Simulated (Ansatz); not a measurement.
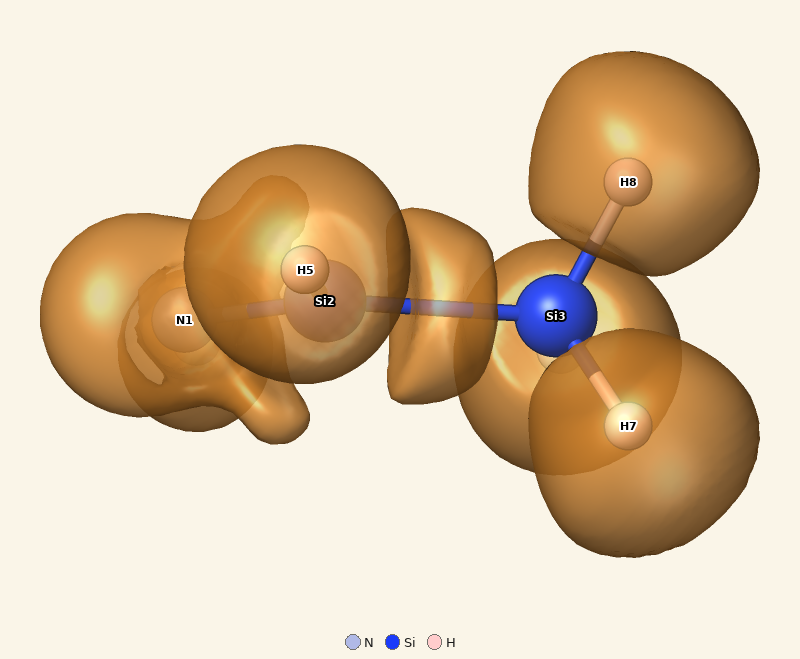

Figure 1: H5NSi2 (SMILES N=[SiH][SiH3]). Isosurface of the electron localisation function at 0.75 (orange), seen from one side. Only the valence region is drawn (cores and ρ < 0.01 e/Å³ removed).

The calculation used RKS PBE-D4/def2-SVP (Ansatz).

Input

```
crystal:
  periodic: [false, false, false]
  atoms:
    - { symbol: "N", position_ang: [-1.47491, 0.94693, -1.57408] }
    - { symbol: Si, position_ang: [-0.13638, 0.75811, -0.68975] }
    - { symbol: Si, position_ang: [0.63848, -0.70307, 0.91917] }
    - { symbol: H, position_ang: [-2.28627, 0.34825, -1.53315] }
    - { symbol: H, position_ang: [0.8182, 1.81703, -1.02484] }
    - { symbol: H, position_ang: [-0.33814, -1.75947, 1.2287] }
    - { symbol: H, position_ang: [0.96656, -0.0187, 2.17986] }
    - { symbol: H, position_ang: [1.8638, -1.38029, 0.47736] }
basis:
  gaussian: { orbitals: def2-SVP }
hamiltonian:
  xc: pbe
  dispersion: d4
relax:
  f_tol: 0.015
  max_steps: 40
output:
  orbitals: {}
```

Launched as:

```sh
ansatz run input.yaml --threads 1 --pin off --max-ram 2048MiB --backend cpu --events-out ev --progress --plain --runs-dir out
```

The fields are those of the relaxed geometry.

Q: Where are the electrons localised?

A: The ELF exceeds this value in one region between bonded Si–Si atoms (shared pairs), four regions around hydrogen nuclei and one joined region spread over several atoms (H, N, Si), in which their bonds and any lone pairs are merged.

Values along the shortest contacts:
Si–N (1.63 Å): the ELF peaks at about 0.90 between the atoms, as expected for a polar covalent bond. Si–Si (2.37 Å): the ELF peaks at about 1 between the atoms, as expected for localised, covalent bonding.
